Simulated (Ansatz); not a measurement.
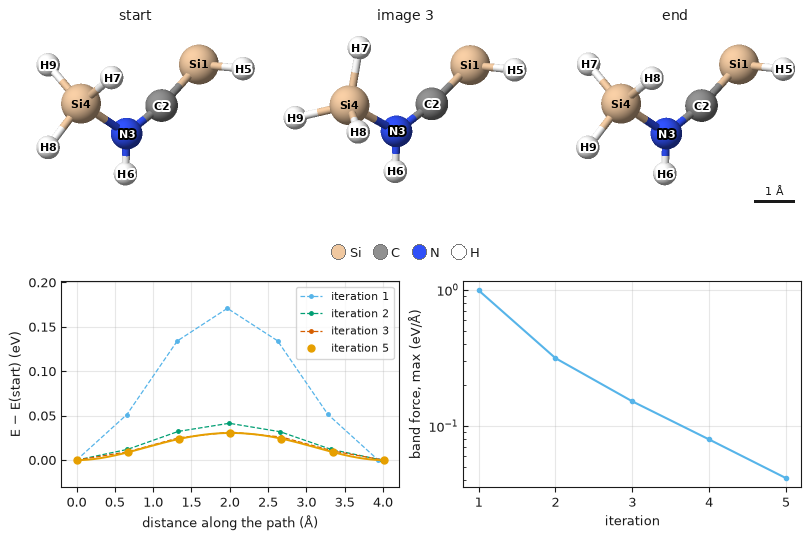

A search for the minimum-energy path of CH₅NSi₂ by the nudged elastic band. Images are numbered from 0 (start) to 6 (end). The plot follows the band through its iterations. Style: ball-and-stick. Shown at a tilt.

Computed with Ansatz 0.2.0, RKS revPBE/def2-SVP. Set-up: 5 movable images; climbing image; force threshold 0.05 eV/Å; iteration limit 60; starting path by image-dependent pair potential.

Did the band converge, and can the barrier be trusted?

The result is final at these settings. The band converged in 5 iterations. The largest component of the band force went from 0.99 to 0.042 eV/Å. The climbing image converged on the top of the path. Its vibrational analysis gives one imaginary mode (75i cm⁻¹), as a transition state must have. The first iteration put the highest image at 0.171 eV. The two ends have the same energy, and the highest point, image 3, lies 0.031 eV above the start.

The run took 30 s on 1 thread of AMD EPYC 9R45 96-Core Processor (Zen 5), with other jobs on the host, peak memory 0.14 GiB.
